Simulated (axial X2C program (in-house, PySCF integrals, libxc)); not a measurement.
**Relativistic diatomic calculation, with input and output: TcSr**

System: TcSr, single determinant with Ω = 7/2.
Method: PBE0, two-component X2C with atomic mean-field Coulomb and Gaunt terms, Tc dyall-cv3z, Sr dyall-cv3z (cores contracted) (axial X2C program (in-house, PySCF integrals, libxc)).

Log:
```
two-component X2C + atomic mean field  PBE0
basis functions 283  fitting functions 1354  grid points 5808
iter        total energy     max residual
   1      -7460.914140976     3.57e+00
   2      -7461.121886327     2.49e-02
   3      -7461.122077100     1.71e-02
   4      -7461.122122977     4.57e-03
   5      -7461.122125476     3.13e-03
   6      -7461.122134141     1.30e-03
   7      -7461.122134571     9.77e-05
   8      -7461.122134650     1.23e-04
   9      -7461.122134655     3.11e-05
  10      -7461.122134656     8.36e-06
converged
one-electron -10849.20022863  Coulomb 3351.84259228  exact exchange -57.83265207  xc functional -177.12377563  nuclear repulsion 274.58734920  atomic mean-field constant -3.39541981
```

The points of the curve:

| R (Å) | E (hartree) | dipole (D; origin at the first atom, positive when the second is positive) | highest filled (eV) | lowest empty (eV) |
| --- | --- | --- | --- | --- |
| 2.960 | −7461.120380 | 1.19 | −3.62 | −1.89 |
| 3.054 | −7461.121772 | 1.32 | −3.66 | −1.76 |
| 3.149 | −7461.122135 | 1.46 | −3.71 | −1.76 |
| 3.259 | −7461.121579 | 1.62 | −3.76 | −1.80 |
| 3.369 | −7461.120242 | 1.77 | −3.80 | −1.84 |

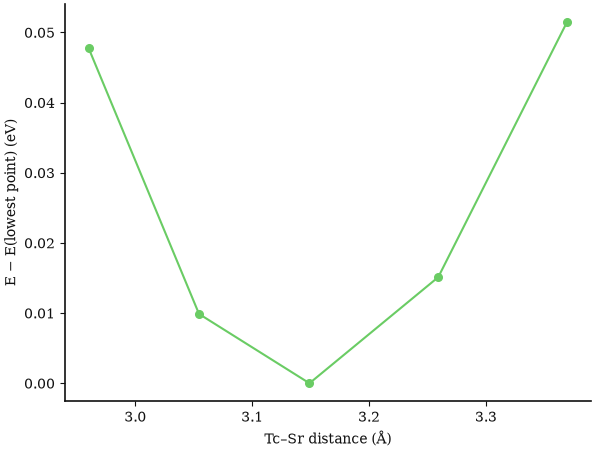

*Energy at 5 bond lengths, for one set of occupations held fixed; the line joins the points.*

A polynomial of degree 3 through 5 points gives rₑ = 3.141 Å, ωₑ = 119.5 cm⁻¹ and Bₑ = 0.03671 cm⁻¹. The minimum lies 0.86 eV below Tc + Sr, each computed as one determinant at the same level.

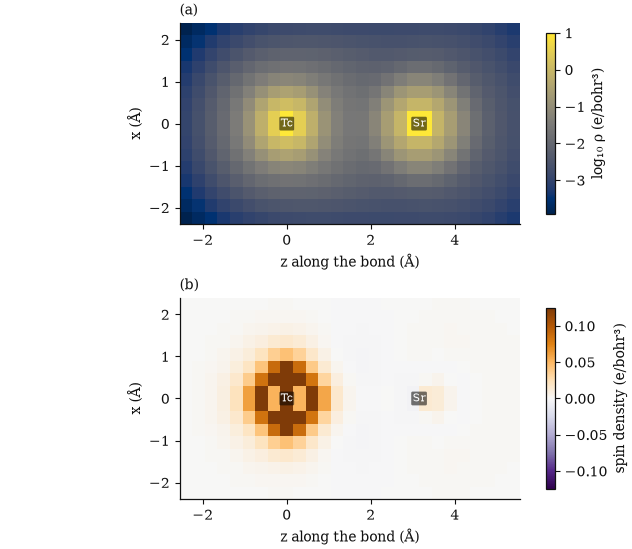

*(a) electron density on a logarithmic scale; (b) spin density, in a plane that holds the axis, at 3.15 Å, on points 0.3 Å apart (one half computed, the other mirrored); the structure near the nuclei is finer than these points.*

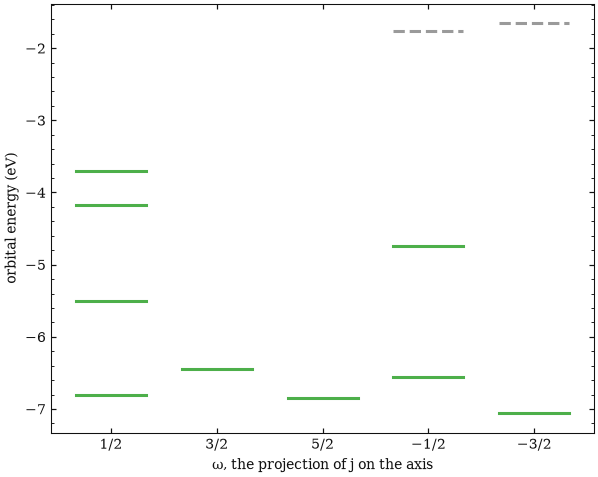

*Orbital energies near the frontier at 3.15 Å, filled (solid) and empty (dashed).*

The highest filled spinor (1/2; 45 % Sr s, 26 % Sr p) lies at −3.71 eV, the lowest empty one (−1/2; 33 % Sr p, 29 % Sr s) at −1.76 eV.

Input:
```
{"zs": [43, 38], "q": 0, "bas": ["dyall-cv3z", "dyall-cv3z"], "levels": ["PBE0", "HF", "BP86"], "cc": true, "r0": 3.13, "thr": -1.0, "nmax": 90, "npts": 10, "nst": 2, "ntry": 6}
```

The line is the task of a batch: nuclear charges, charge, bases, the levels to run, a first guess of the distance and further settings. This report covers PBE0 with spin-orbit coupling. The log is that of the reference distance 3.149 Å.

Launched within a batch (the task file carries these settings):
```bash
python <driver script> task.json out
```

Key numbers:

- outcome: converged
- bond length rₑ: 3.141 Å
- ωₑ: 119.5 cm⁻¹
- energy at the minimum: −7461.12214 hartree
- depth below the fragments: 0.86 eV
- hardware: 1 thread of Arm Neoverse V1, 24 GiB of memory available, shared host
- wall time: 27 s
- peak memory: 0.75 GiB

Notes:

To bear in mind: 5 of the 10 points asked for were kept.
